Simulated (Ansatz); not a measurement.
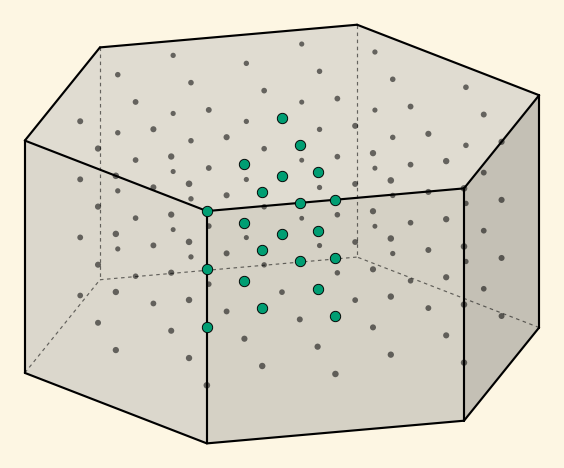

The Γ-centred 6×6×4 k-point mesh of a calculation on Gd (DFT PBE+U, scalar-relativistic, plane waves, PAW (Ansatz)), folded into the first Brillouin zone of the 2-atom cell that was run; each point of the zone's surface is drawn once. One point of each star is marked in colour. Space group P6_3/mmc.

```
Gd
1.0
     3.64000    0.00000    0.00000
    -1.82000    3.15233    0.00000
     0.00000    0.00000    5.78032
Gd
2
Direct
  0.33333 0.66667 0.75000
  0.66667 0.33333 0.25000
```

> To how many irreducible points do the crystal's point group and time reversal reduce the mesh (magnetic order left aside)?

21 of 144.

> List one member of each star with its weight, in the reciprocal vectors of this cell.

```json
{"k₁": "0", "k₂": "0", "k₃": "0", "weight": "1"}
{"k₁": "0", "k₂": "0", "k₃": "1/4", "weight": "2"}
{"k₁": "1/6", "k₂": "0", "k₃": "0", "weight": "6"}
{"k₁": "1/6", "k₂": "0", "k₃": "1/4", "weight": "12"}
{"k₁": "0", "k₂": "0", "k₃": "1/2", "weight": "1"}
{"k₁": "1/3", "k₂": "−1/6", "k₃": "0", "weight": "6"}
{"k₁": "1/3", "k₂": "−1/6", "k₃": "1/4", "weight": "12"}
{"k₁": "1/6", "k₂": "0", "k₃": "1/2", "weight": "6"}
{"k₁": "1/3", "k₂": "0", "k₃": "0", "weight": "6"}
{"k₁": "1/3", "k₂": "0", "k₃": "1/4", "weight": "12"}
{"k₁": "1/3", "k₂": "−1/6", "k₃": "1/2", "weight": "6"}
{"k₁": "1/3", "k₂": "0", "k₃": "1/2", "weight": "6"}
{"k₁": "1/2", "k₂": "−1/6", "k₃": "0", "weight": "12"}
{"k₁": "1/2", "k₂": "−1/6", "k₃": "1/4", "weight": "24"}
{"k₁": "1/2", "k₂": "0", "k₃": "0", "weight": "3"}
{"k₁": "1/2", "k₂": "0", "k₃": "1/4", "weight": "6"}
{"k₁": "1/2", "k₂": "−1/6", "k₃": "1/2", "weight": "12"}
{"k₁": "1/2", "k₂": "0", "k₃": "1/2", "weight": "3"}
{"k₁": "2/3", "k₂": "−1/3", "k₃": "0", "weight": "2"}
{"k₁": "2/3", "k₂": "−1/3", "k₃": "1/4", "weight": "4"}
{"k₁": "2/3", "k₂": "−1/3", "k₃": "1/2", "weight": "2"}
```

> How fine is the mesh?

Spacing |bᵢ|/nᵢ = 0.332, 0.332, 0.272 1/Å (2π included).
